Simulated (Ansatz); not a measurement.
## Response to strain in AlN

Base system: AlN in the wurtzite structure (space group P6_3mc, No. 186).

```
AlN
1.0
    3.08878     0.00000     0.00000
   -1.54439     2.67496     0.00000
    0.00000     0.00000     4.94326
Al N
2 2
Direct
  0.33333   0.66667   0.00000
  0.66667   0.33333   0.50000
  0.33333   0.66667   0.38200
  0.66667   0.33333   0.88200
```

Cartesian axes are those of the cell as printed.

Strains are applied to the cell and any free atomic positions relax.

Calculations: LDA (Ansatz, a program for electronic structure, PAW, no SOC).

Notes on the quantities. energy relative to the base: free energy F.

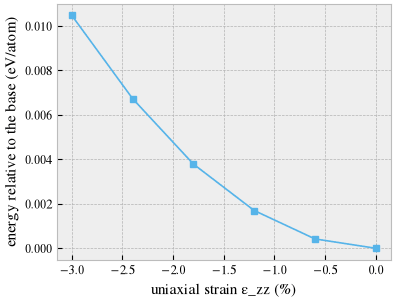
Figure: Energy relative to the base against uniaxial strain ε_zz

```json
[
 {"uniaxial strain ε_zz (%)": "-3", "energy relative to the base": "+10 meV/atom"},
 {"uniaxial strain ε_zz (%)": "-2.4", "energy relative to the base": "+6.7 meV/atom"},
 {"uniaxial strain ε_zz (%)": "-1.8", "energy relative to the base": "+3.8 meV/atom"},
 {"uniaxial strain ε_zz (%)": "-1.2", "energy relative to the base": "+1.7 meV/atom"},
 {"uniaxial strain ε_zz (%)": "-0.6", "energy relative to the base": "+0.4 meV/atom"}
]
```

No phonon test of stability was made.
